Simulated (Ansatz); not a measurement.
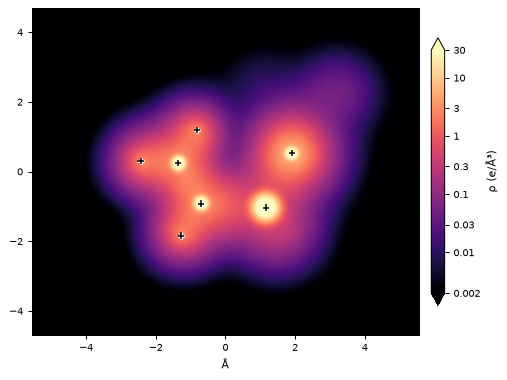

The total electron density on a plane through atoms (crosses mark nuclei in the plane).

Level of theory: RKS PBE0-D4/def2-TZVPP in Ansatz 0.2.0.

Candidates:
A. CH4ClF2NTi (SMILES C[NH][Ti]([F])([F])[Cl])
B. C4F10 (SMILES FC(F)(F)C(F)(F)C(F)(F)C(F)(F)F)
C. C2H9NOSi2 (SMILES C=C[SiH2]N[SiH2]O)

> Which system is this?

Candidate C: C2H9NOSi2 on the plane of atoms C1, C2 and H9, which holds C, Si, N and H. C–C (1.33 Å): ρ is about 2.4 e/Å³ halfway. Si–N (1.73 Å): ρ is about 1.1 e/Å³ halfway.
